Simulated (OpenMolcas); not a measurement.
**Frequency calculation of CH₄Zn**

- system: CH₄Zn
- method: HF/ANO-R0, RHF, sfX2C, PCM solvent dmso-d6 (OpenMolcas 26.06)

The atoms were displaced at random from an optimised geometry.

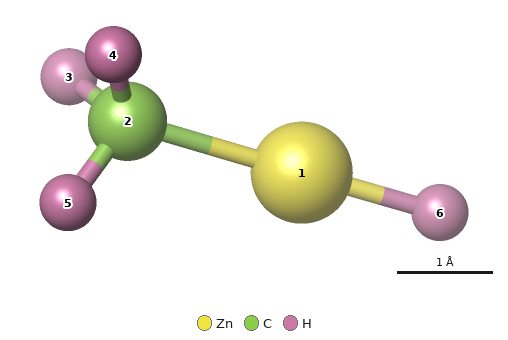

Fig. 1: The structure as given in the input (ball-and-stick view, seen at a tilt; atoms are numbered from 1 in the order of the input). Sticks mark near contacts. Bond lengths as drawn: C–H 1.05 to 1.16 Å, C–Zn 1.96 Å and H–Zn 1.54 Å.

What the run reported:

```json
{"quantity": "outcome", "value": "refused by the program"}
{"quantity": "hardware", "value": "1 thread of Arm Neoverse N1, 54 GiB of memory available, shared host"}
```

What went wrong:

Some settings of this run were drawn to be unusual or wrong (solv set to dmso-d6 (from default)). The program refused the input.

Input file:
```
&GATEWAY
  Coord
  6
  angstrom
  Zn      -0.036341      -0.020334      -1.298182
  C       -0.000966       0.008566       0.656572
  H       -0.416324       0.951507       1.177660
  H        0.928580      -0.099146       1.136300
  H       -0.516599      -0.913030       1.126359
  H       -0.029565      -0.069811      -2.837776
  Basis
  ANO-R0
  Group
  NoSym
  RF-Input
  PCM-Model
  Solvent=dmso-d6
  End of RF-Input
>>> EXPORT MOLCAS_MAXITER=30
>>> Do While

&SEWARD

&SCF
  PrOrbitals
  1 1

&SLAPAF
>>> EndDo
>>> COPY $Project.Opt.xyz $CurrDir/final.xyz
>>> COPY $Project.slapaf.h5 $CurrDir/final.slapaf.h5

&MCKINLEY

&MCLR
  Thermochemistry
  3
  1.0
  298.15
  200
  400
  800
  End of PT
```

Launch command:
```bash
export MOLCAS_MEM=1860
pymolcas run.input > run.log
```

What the program printed:
```
--- Start Module: gateway ---

                                              &GATEWAY

                       available to each process: 1.9 GB of memory, 1 thread

  Unrecognized solvent: dmso-d6
 Allowed solvents are:
 WATER
 ACETONITRILE
 METHANOL
 ETHANOL
 ISOQUINOLINE
 QUINOLINE
 CHLOROFORM
 ETHYLETHER
 METHYLENECHLORIDE
 DICHLOROETHANE
 CARBONTETRACHLORIDE
 BENZENE
 TOLUENE
 CHLOROBENZENE
 NITROMETHANE
 HEPTANE
 CYCLOHEXANE
 ANILINE
 ACETONE
 TETRAHYDROFURAN
 DIMETHYLSULFOXIDE
 ARGON
 KRYPTON
 XENON

--- Stop Module: gateway /rc=-6 ---

.########################.
.# Non-zero return code #.
.########################.

    Timing: Wall=0.08 User=0.05 System=0.02
```
